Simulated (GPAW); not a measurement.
# SnCl$_{2}$: property calculation

System: SnCl$_{2}$, SMILES [Cl][Sn][Cl].
Method: PBE/real-space grid, scalar-relativistic datasets (GPAW 26.7.0).

The geometry comes from this level: GFN2-xTB.

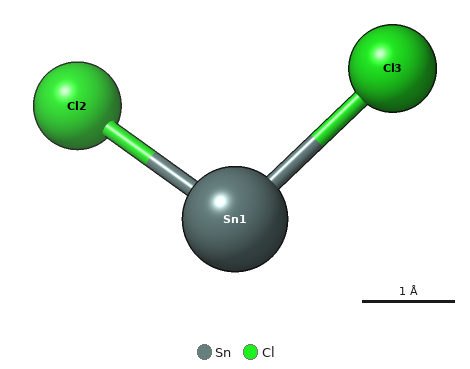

**Figure 1.** The structure (ball-and-stick view, seen at a tilt; atoms are numbered from 1 in the order of the input). Sticks mark near contacts. Bond lengths as drawn: Cl–Sn 2.38 Å.

The input (mol.py)
```python
import numpy as np
from ase import Atoms
from ase.units import Debye
from gpaw import GPAW

atoms = Atoms('SnClCl',
    positions=[[  0.004910,  -0.007160,  -1.023740],
               [  1.812600,  -0.019020,   0.521020],
               [ -1.817510,   0.026180,   0.502720]])
atoms.center(vacuum=4.5)

gpaw_calc = GPAW(mode='fd', h=0.18, xc='PBE', maxiter=150, txt='-')
atoms.calc = gpaw_calc

energy = atoms.get_potential_energy()
print(f'Energy = {energy:.5f} eV')
forces = atoms.get_forces()
print('Forces (eV/Ang)')
for symbol, f in zip(atoms.symbols, forces):
    print(f'{symbol:2} {f[0]:9.4f} {f[1]:9.4f} {f[2]:9.4f}')
dipole = atoms.get_dipole_moment() / Debye
print(f'Dipole = {np.linalg.norm(dipole):.3f} D')
homo, lumo = gpaw_calc.get_homo_lumo()
print(f'HOMO = {homo:.3f} eV')
print(f'LUMO                    {lumo:.3f} eV')
print(f'Gap = {lumo - homo:.3f} eV')
```

Run on 1 thread of AMD EPYC (Zen 3), 12 GiB of memory available, shared host.

Launched with:
```bash
python mol.py
```

What the program printed
```
__  _  _
 | _ |_)|_||  |
 |__||  | ||/\| - 26.7.0

units:  Angstrom and eV
cores:  1
OpenMP: False

Versions:
  Python: 3.12.14
  ASE:    3.29.0
  Numpy:  2.5.5
  Scipy:  1.18.1
  Libxc:  7.0.0

        _gpaw.cpython-312-x86_64-linux-gnu.so

Input parameters:
  mode=FD(),
  h=0.18,
  maxiter=150,
  xc=XC(name='PBE')

Diagonalizing LCAO Hamiltonian
Converting LCAO to fd mode
       .------------------------------.
      /|                              |
     / |                              |
    /  |                              |
   /   |                              |
  /    |                              |
 *     |                              |
 |     |                              |
 |     |                              |
 |     |       Cl       Cl            |
 |     |            Sn                |
 |     |                              |
 |     |                              |
 |     .------------------------------.
 |    /                              /
 |   /                              /
 |  /                              /
 | /                              /
 |/                              /
 *------------------------------*

Atoms  # Å, Bohr magnetons
|   | symbol |        x |        y |        z |    initial magnetic moments |
|---|--------|----------|----------|----------|-----------------------------|
| 0 |     Sn | 6.322420 | 4.511860 | 4.500000 | ( 0.0000,  0.0000,  0.0000) |
| 1 |     Cl | 8.130110 | 4.500000 | 6.044760 | ( 0.0000,  0.0000,  0.0000) |
| 2 |     Cl | 4.500000 | 4.545200 | 6.026460 | ( 0.0000,  0.0000,  0.0000) |

Unit cell  # Å
| periodic |         x |        y |         z |   lengths |    angles |
|----------|-----------|----------|-----------|-----------|-----------|
|       no | 12.630110 | 0.000000 |  0.000000 | 12.630110 | 90.000000 |
|       no |  0.000000 | 9.045200 |  0.000000 |  9.045200 | 90.000000 |
|       no |  0.000000 | 0.000000 | 10.544760 | 10.544760 | 90.000000 |

Number of symmetries: 1
Symmetry operations  # r_c * U_cc + t_c -> r_c
|   | kind |            matrix            |
|---|------|------------------------------|
| 0 |  E   |  1, 0, 0,  0, 1, 0,  0, 0, 1 |

BZ-sampling:
  Number of BZ points: 1
  Number of IBZ points: 1

  Monkhorst-Pack size: [1, 1, 1]
  Monkhorst-Pack shift: [0, 0, 0]

K-points  # in reciprocal-cell coordinates
|   |                                coordinates |     weight |
|---|--------------------------------------------|------------|
| 0 | (  0.00000000,   0.00000000,   0.00000000) | 1.00000000 |

Uniform wave function grid shape: (np.int64(71), np.int64(51), np.int64(59))
Spin-components: 1 (collinear spins)
Bands:           17
Projectors:      16
Spin-degeneracy: 2
Datatype:        float64

  Storage: CPU
  Wave functions: 29_054_904 bytes (29_054_904 per core)

Parallelization:
  kpt:    1
  domain: 1
  band:   1

Density:
  Valence electrons: 28.0
  Components: 1
  Grid points: [72 52 60]
  Charge: 0.0  # |e|

Potential:
  Grid points: [72 52 60]

species:
  Sn:
    name:    Tin
    Z:       50.0
    valence: 14
    core:    36
    charge:  0.0  # [|e|]
    file:    Sn.PBE.gz
    compensation charges:
      type: gauss
      rc: 0.38  # [Å]
      lmax: 2
    cutoffs:
      filter: 2.23  # [Å]
      core: 2.35  # [Å]
    projectors
    | kind |    occ | energy [eV] | rcut [Å] |
    |------|--------|-------------|----------|
    |   5s |  2.000 |     -10.538 |    1.201 |
    |   5p |  2.000 |      -3.696 |    1.270 |
    |   4d | 10.000 |     -25.845 |    1.185 |
    |    s |        |      16.674 |    1.201 |
    |    p |        |      23.515 |    1.270 |
    |    d |        |       1.367 |    1.185 |

    Using partial waves for Sn as LCAO basis

  Cl:
    name:    Chlorine
    Z:       17.0
    valence: 7
    core:    10
    charge:  0.0  # [|e|]
    file:    Cl.PBE.gz
    compensation charges:
      type: gauss
      rc: 0.25  # [Å]
      lmax: 2
    cutoffs:
      filter: 1.40  # [Å]
      core: 1.49  # [Å]
    projectors
    | kind |    occ | energy [eV] | rcut [Å] |
    |------|--------|-------------|----------|
    |   3s |  2.000 |     -20.689 |    0.794 |
    |   3p |  5.000 |      -8.594 |    0.794 |
    |    s |        |       6.523 |    0.794 |
    |    p |        |      18.617 |    0.794 |
    |    d |        |       0.000 |    0.794 |

    Using partial waves for Cl as LCAO basis

Reference energy: -193120.592099  # eV

eigensolver:
  PPCG
  Converge bands: occupied
  niter=2

density mixing:
  MSR1-Mixer
  Pratt-step length: 0.05
  Maximum mixing coefficient: 0.75
  Old densities: 10
  SVD Regularization: 0.005
  Good broyden scale: 1.0
  Trust region scale: 1.0
  Backstep threshold: 4.0
  History deletion threshold: 6.0
  Fourier metric: weight=20.0, sigma=0.015

occupation numbers:
  # Zero width

FastPoissonSolver using
    Stencil: 6*3+1=19 point O(h^6) finite-difference Laplacian
    FFT axes: []
    FST axes: [np.int64(1), np.int64(2), np.int64(0)]

xc functional:
  name: PBE with 2 nearest neighbor stencil
interpolation: tri-quintic # 5. degree polynomial

Initialization done in: 3.065 s

convergence criteria:
- Maximum [total energy] change in last 3 cyles: 0.0005 eV / valence electron
- Maximum integral of absolute [dens]ity change: 0.0001 electrons / valence electron
- Maximum integral of absolute [eigenst]ate change: 4e-08 eV^2 / valence electron
maximum number of iterations: 150

SCF iterations
|iter     |     time |      energy | eigst |  dens |
|---------|----------|-------------|-------|-------|
|iter:   1| 00:00:04 |  -10.712510 | +0.37 |       |
|iter:   2| 00:00:06 |  -10.559717 | -0.60 | -1.15 |
|iter:   3| 00:00:07 |   -9.898011 | -0.28 | -1.19 |
|iter:   4| 00:00:09 |   -9.884480 | -1.26 | -1.63 |
|iter:   5| 00:00:10 |   -9.884223c| -1.69 | -1.96 |
|iter:   6| 00:00:11 |   -9.884586c| -2.62 | -2.61 |
|iter:   7| 00:00:13 |   -9.884599c| -3.51 | -3.24 |
|iter:   8| 00:00:15 |   -9.884605c| -4.25 | -3.66 |
|iter:   9| 00:00:16 |   -9.884606c| -4.85 | -4.05c|
|iter:  10| 00:00:18 |   -9.884606c| -5.59 | -4.50c|
|iter:  11| 00:00:19 |   -9.884606c| -6.18 | -5.03c|
|iter:  12| 00:00:21 |   -9.884606c| -6.89 | -5.27c|
|iter:  13| 00:00:22 |   -9.884606c| -7.54c| -5.70c|

Converged in 13 steps
SCF loop duration: 19.535 s (1.503 s/step)
Energy contributions relative to reference atoms: (reference = -193120.592099)

Energy contributions:
  Kinetic:          13.812813
  Coulomb:         -15.320778
  Zero:              0.269020
  External:          0.000000
  Xc:               -8.645662
  Entropy:           0.000000
  Spinorbit:         0.000000
  ----------------------------
  Free energy:      -9.884606
  Extrapolated:     -9.884606

dipole moment: (0.002805, -0.004851, -0.672424)  # |e|*Ang

Fermi level: -5.387
Eigenvalues  # (at kpt = [0.000, 0.000, 0.000])
| band index |      eig [eV] | occ [0-2] |
|------------|---------------|-----------|
|          0 |       -27.002 |     2.000 |
|        ... |               |           |
|          6 |       -19.767 |     2.000 |
|          7 |       -12.136 |     2.000 |
|          8 |        -9.045 |     2.000 |
|          9 |        -8.191 |     2.000 |
|         10 |        -8.156 |     2.000 |
|         11 |        -7.707 |     2.000 |
|         12 |        -7.427 |     2.000 |
|         13 |        -6.965 |     2.000 |
|         14 |        -3.809 |     0.000 |
|         15 |        -1.590 |     0.000 |
|         16 |        -1.543 |     0.000 |

Gap: 3.157 eV
Transition (v -> c):
  (s=0, k=0, n=13, [0.00, 0.00, 0.00]) -> (s=0, k=0, n=14, [0.00, 0.00, 0.00])
No difference between direct/indirect transitions
vacuum-level: 0.000  # V
Energy = -9.88461 eV

Forces  # eV/Ang
|        x |        y |        z |
|----------|----------|----------|
|  0.00811 | -0.00932 | -0.23195 |  # Sn   0
|  0.10778 | -0.00327 |  0.12167 |  # Cl   1
| -0.12424 |  0.00440 |  0.12627 |  # Cl   2

Force computation time: 0.126  # s
Forces (eV/Ang)
Sn    0.0081   -0.0093   -0.2320
Cl    0.1078   -0.0033    0.1217
Cl   -0.1242    0.0044    0.1263
Dipole = 3.230 D
HOMO = -6.965 eV
LUMO                    -3.809 eV
Gap = 3.157 eV
```

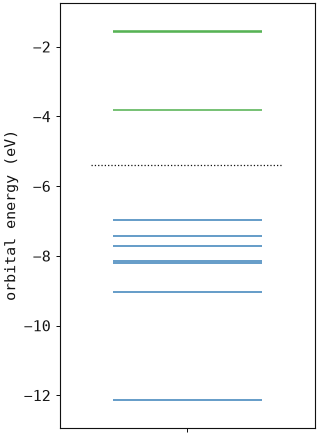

**Figure 2.** Orbital energies near the frontier; the dotted line parts filled from empty levels, and levels within 0.02 eV of each other stand side by side. Highest filled −6.97 eV, lowest empty −3.81 eV, 3.16 eV apart.

Results in brief

```json
{"quantity": "outcome", "value": "converged"}
{"quantity": "energy relative to the program's reference atoms", "value": "−9.8846 eV"}
{"quantity": "largest force", "value": "0.232 eV/Å"}
{"quantity": "HOMO", "value": "−6.97 eV"}
{"quantity": "LUMO", "value": "−3.81 eV"}
{"quantity": "dipole moment", "value": "3.23 D"}
{"quantity": "wall time", "value": "24 s"}
{"quantity": "peak memory", "value": "0.62 GiB"}
```
